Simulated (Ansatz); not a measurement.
# CH6GaN (SMILES [CH3][GaH][NH2]): RPA@PBE/6-31G(d) (spherical functions)

Aim: the vertical ionisation energy of CH6GaN at RPA@PBE/6-31G* (spherical functions), from 2 runs. 

Program for the calculation: Ansatz 0.2.0.

65 further runs of the same task are left out: 1 that didn't finish, 64 set aside as unsound or not needed.

**1. Starting point**

CH6GaN: 9 atoms, total charge 0, spin state singlet. SMILES: `[CH3][GaH][NH2]`. Geometry: relaxed at PBE0-D4/def2-TZVP.

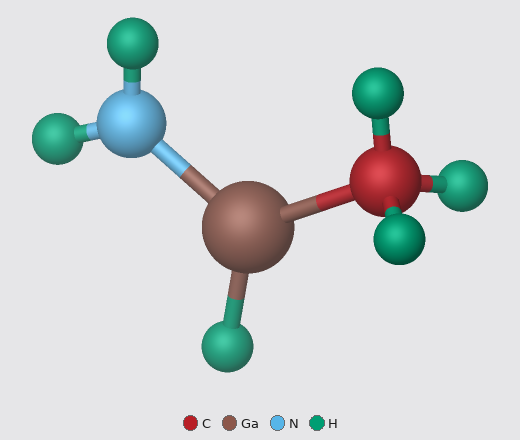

Viewed from a chosen angle; carbon red, gallium brown, nitrogen blue, hydrogen teal.

**2. The energy at RPA@PBE/6-31G(d) (spherical functions)**

Input file run.yaml:

```yaml
crystal:
  periodic: [false, false, false]
  atoms:
    - {symbol: C, position_ang: [-0.279100, 0.944700, -1.124800]}
    - {symbol: Ga, position_ang: [0.513400, -0.531900, -0.104400]}
    - {symbol: N, position_ang: [-0.068200, -0.807600, 1.596800]}
    - {symbol: H, position_ang: [-0.756000, 0.568300, -2.033100]}
    - {symbol: H, position_ang: [0.493400, 1.652200, -1.435600]}
    - {symbol: H, position_ang: [-1.026300, 1.483500, -0.540100]}
    - {symbol: H, position_ang: [1.617900, -1.521300, -0.608700]}
    - {symbol: H, position_ang: [0.276500, -1.536600, 2.197700]}
    - {symbol: H, position_ang: [-0.771600, -0.251300, 2.052200]}
basis:
  gaussian:
    orbitals: 6-31G_st_-spherical.json
total_charge: 0
hamiltonian:
  xc: pbe
correlation:
  method: rpa
  frozen_orbitals: {C: 1, Ga: 9, H: 0, "N": 1}
accuracy: high
```

The basis set 6-31G* is read from a file made from the Basis Set Exchange's data (not shown).

On the command line:

```
$ ansatz run run.yaml --threads 1 --pin off --max-ram 3480MiB --events-out events.jsonl --progress --plain --runs-dir runs
```

Output:

```text
Warning: RAYON_NUM_THREADS=1 ignored (pool sized by the plan → 1); use --threads N
Functional definition: PBE
  name "PBE"
  parameter kappa = 0.804
  parameter beta = 0.06672455060314922
  exchange = pbe_x(kappa = kappa, mu = beta*pi^2/3)
  correlation = pbe_c(beta = beta)
1652 factors; integrals over basis functions are off by at most 4.7e-9 eV
mean field evaluation 1: about -54968.9426 eV, gradient 8.5e1 eV
mean field evaluation 2: about -54968.9331 eV, gradient 8.5e1 eV
mean field evaluation 4: about -54980.5617 eV, gradient 3.5e1 eV
mean field evaluation 8: about -54983.9500 eV, gradient 3.4e-1 eV
mean field evaluation 16: about -54983.9496 eV, gradient 1.7e-5 eV
mean field evaluation 32: about -54937.5552 eV, gradient 4.1e1 eV
mean field -54983.94958724 eV, -2020.6228778714 hartree, gradient 1.5e-8 eV, S^2 0.000000; 0 other end points of the search recorded, 0 dependent functions left out
11 core orbitals not correlated: weight in the atoms' cores, before any rotation towards them, 1.000 or more for the frozen orbitals, at most 0.000 for the correlated occupied ones
reference -54932.66093976 eV, -2018.7380548411 hartree; 14, 14 occupied and 47, 47 virtual orbitals, 1652 factors
Total energy: -54954.82845718 eV, -2019.5526960809 hartree
```

Run time: 12 s. Hardware: 1 thread of Arm Neoverse V1, shared host; peak memory 0.23 GiB.

**3. The doublet cation at the same level**

Input file input.yaml:

```yaml
basis:
  gaussian: {orbitals: 6-31G_st_-spherical.json}
crystal:
  periodic: [false, false, false]
  atoms:
    - symbol: C
      position_ang: [-0.279100, 0.944700, -1.124800]
    - symbol: Ga
      position_ang: [0.513400, -0.531900, -0.104400]
    - symbol: N
      position_ang: [-0.068200, -0.807600, 1.596800]
    - symbol: H
      position_ang: [-0.756000, 0.568300, -2.033100]
    - symbol: H
      position_ang: [0.493400, 1.652200, -1.435600]
    - symbol: H
      position_ang: [-1.026300, 1.483500, -0.540100]
    - symbol: H
      position_ang: [1.617900, -1.521300, -0.608700]
    - symbol: H
      position_ang: [0.276500, -1.536600, 2.197700]
    - symbol: H
      position_ang: [-0.771600, -0.251300, 2.052200]
total_charge: 1
magnetization: {spin_polarized: true, initial_magnetization: 1}
hamiltonian: {xc: pbe}
correlation: {method: rpa, frozen_orbitals: {C: 1, Ga: 9, H: 0, "N": 1}}
accuracy: high
```

The basis set 6-31G* is read from a file made from the Basis Set Exchange's data (not shown).

On the command line:

```
$ ansatz run input.yaml --threads 1 --pin off --max-ram 3480MiB --events-out events.jsonl --progress --plain --runs-dir runs
```

Output, cut to the lines that bear on the results:

```text
Warning: RAYON_NUM_THREADS=1 ignored (pool sized by the plan → 1); use --threads N
Functional definition: PBE
  name "PBE"
[...]
1650 factors; integrals over basis functions are off by at most 4.7e-9 eV
[...]
mean field -54974.76083831 eV, -2020.2851975767 hartree, gradient 2.4e-8 eV, S^2 0.754928; 4 other end points of the search recorded, 0 dependent functions left out
11 core orbitals not correlated: weight in the atoms' cores, before any rotation towards them, 1.000 or more for the frozen orbitals, at most 0.000 for the correlated occupied ones
reference -54923.51821731 eV, -2018.4020659883 hartree; 14, 13 occupied and 47, 48 virtual orbitals, 1650 factors
Total energy: -54946.05323950 eV, -2019.2302127789 hartree
```

It took 31 s on 1 thread of Arm Neoverse V1, shared host; peak memory 0.36 GiB.

**4. Results**

At RPA@PBE/6-31G* (spherical functions), 11 core orbitals frozen:

| quantity | value |
| --- | --- |
| singlet CH6GaN: total energy | -2019.55270 Eh |
| singlet CH6GaN: RPA correlation energy (valence) | -814.6 mEh |
| doublet cation: total energy | -2019.23021 Eh |
| doublet cation: RPA correlation energy (valence) | -828.1 mEh |
| doublet cation: ⟨S²⟩ of the reference determinant | 0.755 |
| vertical ionisation energy (to the doublet cation) | 8.775 eV |

**Reading.** The vertical ionisation energy comes to 8.78 eV (202 kcal/mol).
